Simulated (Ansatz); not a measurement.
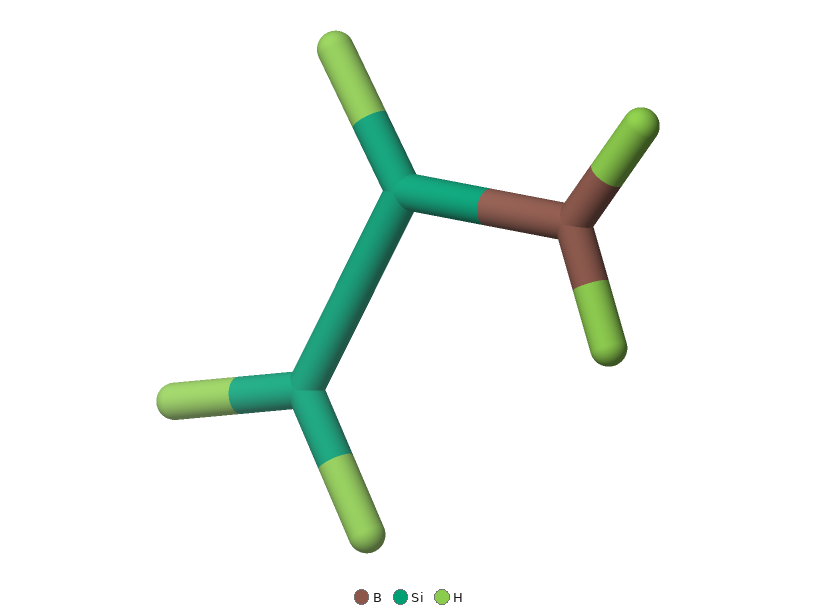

The computed structure is the end point of a PBE0-D4/def2-TZVP optimisation. No frequency run is at hand to confirm it as a minimum.

Give the structural formula.

SMILES: B[SiH]=[SiH2]

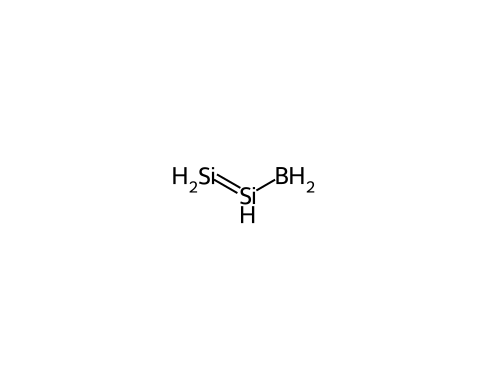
